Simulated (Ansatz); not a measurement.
## What a change does: single-point calculation on CH₆GeO₂

System: CH₆GeO₂.
Method of run 1: RKS PBE0-D4/def2-TZVPP (Ansatz 0.2.0).

The geometry comes from this level: PBE0-D4/def2-TZVP. Text and figures count atoms from 1; the logs count them from 0 in places.

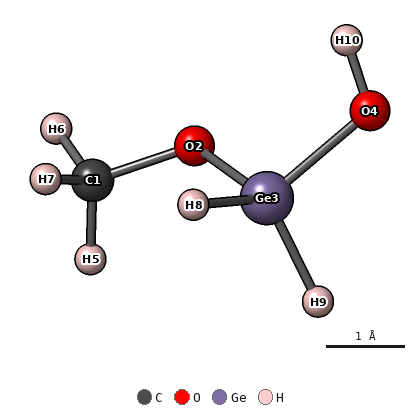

Fig. 1: The input geometry (ball-and-stick view, seen at a tilt; atoms are numbered from 1 in the order of the input). Sticks mark near contacts. Bond lengths as drawn: C–H 1.09 to 1.10 Å, C–O 1.41 Å, Ge–H 1.53 to 1.54 Å, Ge–O 1.76 to 1.78 Å and H–O 0.96 Å.

Input, run 1:
```yaml
crystal:
  periodic: [false, false, false]
  atoms:
    - {symbol: C, position_ang: [-0.634799, 1.506541, 0.015317]}
    - {symbol: O, position_ang: [-0.124527, 0.396278, -0.681600]}
    - {symbol: Ge, position_ang: [0.174512, -1.119268, 0.193650]}
    - {symbol: O, position_ang: [1.253133, -2.055892, -0.842035]}
    - {symbol: H, position_ang: [-1.692771, 1.377466, 0.277415]}
    - {symbol: H, position_ang: [-0.552513, 2.381611, -0.633492]}
    - {symbol: H, position_ang: [-0.076063, 1.714571, 0.938194]}
    - {symbol: H, position_ang: [0.826911, -0.746132, 1.543124]}
    - {symbol: H, position_ang: [-1.097394, -1.964958, 0.333717]}
    - {symbol: H, position_ang: [2.006711, -1.541316, -1.141391]}
basis:
  gaussian: {orbitals: def2-TZVPP}
hamiltonian: {xc: pbe0, dispersion: d4}
output: {orbitals: {seedname: orbitals}}
```

Hardware: 4 CPU threads, shared host.

Output (run 1):
```
Functional definition: PBE0
  parameter a = 0.25
  parameter kappa = 0.804
  parameter beta = 0.06672455060314922
  exchange = (1 - a)*pbe_x(kappa = kappa, mu = beta*pi^2/3) + a*exact_x
  correlation = pbe_c(beta = beta)
1237 factors; their error is unknown
mean field evaluation 1: about -61728.1057 eV, gradient 7.3e1 eV
mean field evaluation 2: about -61710.9795 eV, gradient 1.2e2 eV
mean field evaluation 4: about -61736.9405 eV, gradient 5.6e0 eV
mean field evaluation 8: about -61737.2720 eV, gradient 3.8e-1 eV
mean field evaluation 16: about -61737.2722 eV, gradient 1.9e-5 eV
mean field -61737.27218885 eV, -2268.8029059140 hartree, gradient 1.9e-5 eV, S^2 0.000000; 0 other end points of the search recorded, 0 dependent functions left out
reference -61737.27222015 eV, -2268.8029070644 hartree; 30, 30 occupied and 195, 195 virtual orbitals, 1237 factors
Total energy: -61737.40855024 eV, -2268.8079171027 hartree
```

Run 2 used a changed input.

The two runs side by side:

```csv
quantity,run 1,run 2
outcome,converged,converged
total energy (hartree),−2268.807917,−2268.864905
HOMO (eV),−7.93,−7.97
LUMO (eV),0.44,0.16
basis functions,225,440
wall time (shared host),1.5 s,5.5 s
```

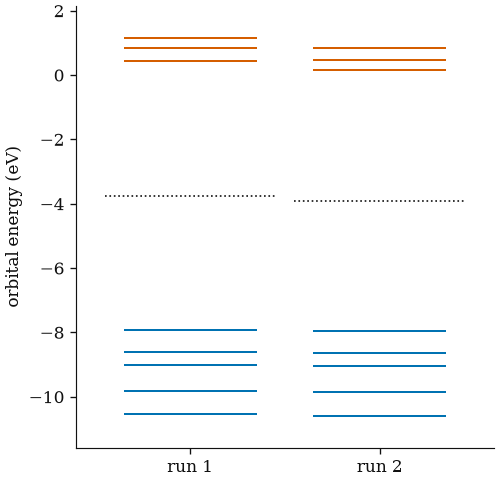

Fig. 2: The five highest filled and three lowest empty orbital energies of the two runs; the dotted lines part filled from empty levels. The HOMO–LUMO gap is 8.37 eV in run 1 and 8.13 eV in run 2.

Which change of the input explains these differences?

The change (lines with − go, lines with + come):
```diff
-  gaussian: {orbitals: def2-TZVPP}
+  gaussian: {orbitals: "def2-QZVPP.json"}
```

The total energy of run 2 is 35.8 kcal/mol lower, which measures the change of basis and not a stability. The LUMO goes from 0.44 to 0.16 eV. The basis functions go from 225 to 440.

Output (run 2):
```
Functional definition: PBE0
  parameter a = 0.25
  parameter kappa = 0.804
  parameter beta = 0.06672455060314922
  exchange = (1 - a)*pbe_x(kappa = kappa, mu = beta*pi^2/3) + a*exact_x
  correlation = pbe_c(beta = beta)
1467 factors; their error is unknown
mean field evaluation 1: about -61729.1997 eV, gradient 7.5e1 eV
mean field evaluation 2: about -61710.2067 eV, gradient 1.3e2 eV
mean field evaluation 4: about -61738.6177 eV, gradient 5.9e0 eV
mean field evaluation 8: about -61738.8228 eV, gradient 5.3e-1 eV
mean field evaluation 16: about -61738.8229 eV, gradient 2.6e-5 eV
mean field -61738.82290765 eV, -2268.8598937788 hartree, gradient 2.6e-5 eV, S^2 0.000000; 0 other end points of the search recorded, 0 dependent functions left out
reference -61738.82294548 eV, -2268.8598951690 hartree; 30, 30 occupied and 410, 410 virtual orbitals, 1467 factors
Total energy: -61738.95927556 eV, -2268.8649052073 hartree
```
